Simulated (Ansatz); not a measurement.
**C₃H₃NSi: density, localisation and related maps**

```xyz
8

C     0.6107    0.1788    2.1958
C     0.4456   -0.0706    1.0131
Si    0.2100   -0.4539   -0.7522
C    -1.1530    0.6203   -1.4207
N    -2.0048    1.2856   -1.8543
H     0.7545    0.4006    3.2393
H     1.4364   -0.1508   -1.5344
H    -0.2072   -1.8671   -0.9424
```

These are results of Ansatz 0.2.0, RKS r2SCAN/def2-SVP, not measurements.

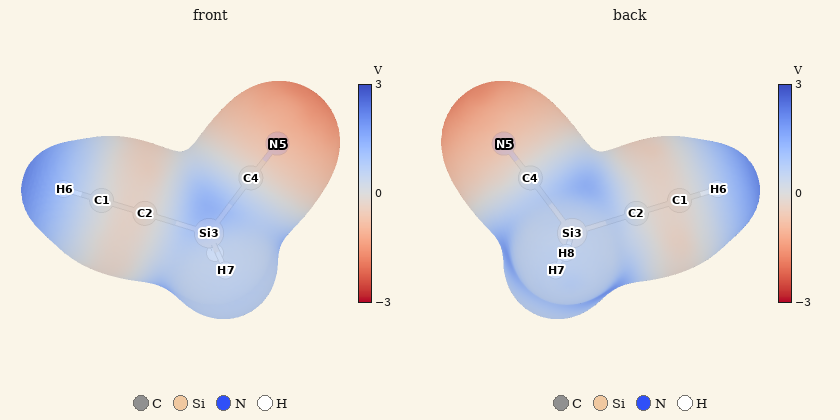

Figure 1. The molecular electrostatic potential painted on the density surface at 0.002 e/bohr³, seen from the front and from behind; the colour scale runs from red (negative) to blue (positive).

### Describe the electrostatic potential map.

The most negative region (about −1.7 V) lies over N5, the most positive (about +2.0 V) over H6. N5 is the likeliest acceptor of a hydrogen bond.

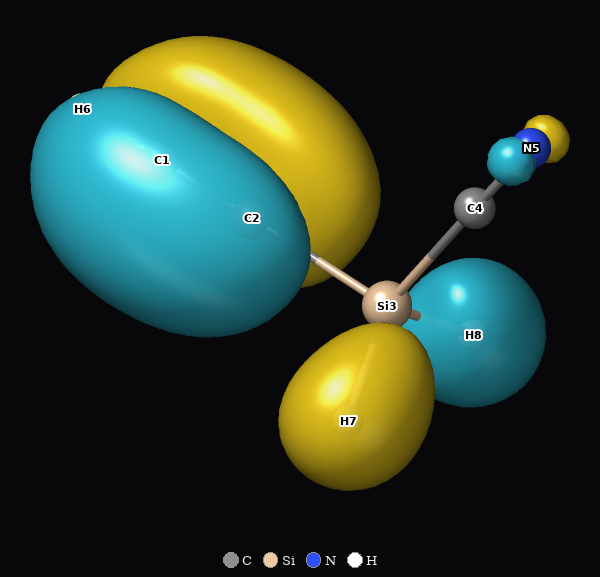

Figure 2. The HOMO at ±0.08 Å⁻³ᐟ² (yellow and cyan are the two phases), seen at a tilt.

### Describe this orbital and give its energy.

It lies mainly on C1 (about 40 %) and C2 (about 40 %); π-bonding across C1–C2. Its energy is −7.83 eV.

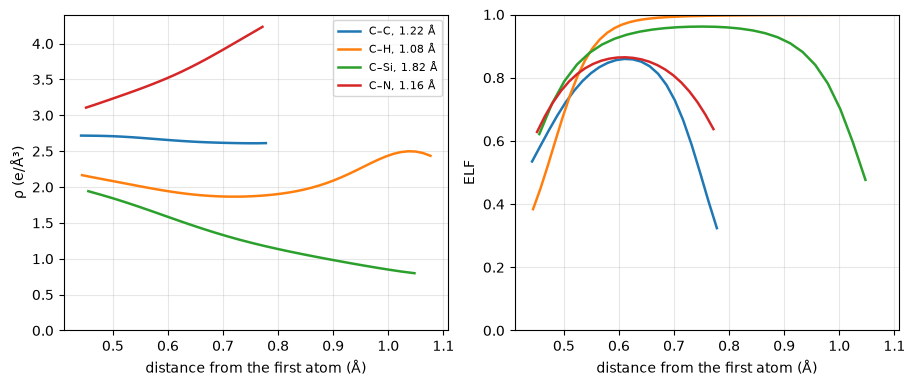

Figure 3. Total electron density and ELF along straight lines between neighbouring atoms. The curves leave out the atomic cores.

### Compare the contacts.

C–C (1.22 Å): ρ is about 2.7 e/Å³ halfway; the ELF peaks at about 0.85 between the atoms (a multiple bond).
C–H (1.08 Å): the density is about 2 e/Å³ at the midpoint; the ELF climbs to about 1 towards the hydrogen, as it does in any bond to H: an ordinary covalent bond to hydrogen.
C–Si (1.82 Å): ρ is about 0.97 e/Å³ halfway; the ELF peaks at about 0.95 between the atoms, as expected for localised, covalent bonding.
C–N (1.16 Å): ρ is about 3.5 e/Å³ halfway; the ELF peaks at about 0.85 between the atoms (a short, multiple covalent bond).
